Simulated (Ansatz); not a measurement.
Three curves of one kind of scan: energy against volume (even scaling of the relaxed cell, symmetry kept). These are PBE (plane waves to 420 eV, PAW, scalar-relativistic; Ansatz, a quantum-chemistry and plane-wave program) values and carry that method's errors. Each is measured from its own zero (the relaxed starting cell). 

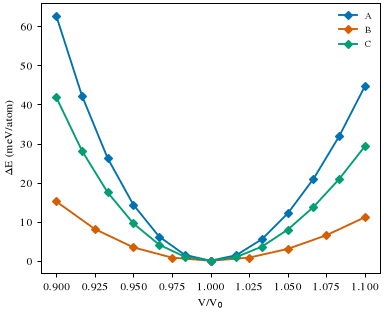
Fig. 1. Curves A, B and C.

```
V/V₀   ΔE (meV/atom)
-----  -------------
0.900             63
0.933             26
0.967              6
1.000              0
1.033              6
1.067             21
1.100             45
```

Q: Which curve does this table belong to?

A: Curve A, which is TiAl3 (D022 type, space group I4/mmm). The others: B is Se (trigonal-Se type, space group P3_121); C is Mg₃Sb₂ (A-La2O3 type, space group P-3m1).

All were relaxed with their symmetry unable to fall. Spin-orbit coupling is left out. TiAl3 is run without spin polarisation.

(A scan under strain: stresses follow from slopes of the energy per volume, elastic moduli from its curvatures.)
